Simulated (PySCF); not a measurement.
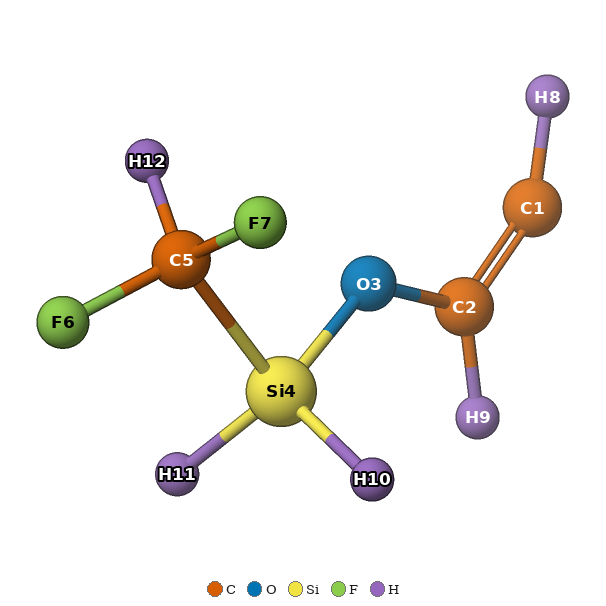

State: neutral, doublet. The computed structure is the end point of a GFN2-xTB optimisation. No frequency run is at hand to confirm it as a minimum. Level of theory: UKS B3LYP, pcH-1 on C F H O Si, non-relativistic (PySCF 2.14.0).

Give the isotropic hyperfine couplings (Fermi-contact term alone) of C1, C2, O3, Si4, C5, F6, F7, H8, H9, H10, H11, H12.

| atom | isotope | a_iso (MHz) |
| --- | --- | --- |
| C1 | 13C | 309.4 |
| C2 | 13C | 37.4 |
| O3 | 17O | −82.6 |
| Si4 | 29Si | −6.5 |
| C5 | 13C | 2.8 |
| F6 | 19F | 4.1 |
| F7 | 19F | 0.3 |
| H8 | 1H | 9.9 |
| H9 | 1H | 70.5 |
| H10 | 1H | −0.3 |
| H11 | 1H | 0.3 |
| H12 | 1H | −0.3 |

The geometry is semi-empirical. Around Si such bond lengths and angles can be off by a tenth of an ångström or more and by several degrees, and values that hang on the shape move with them.
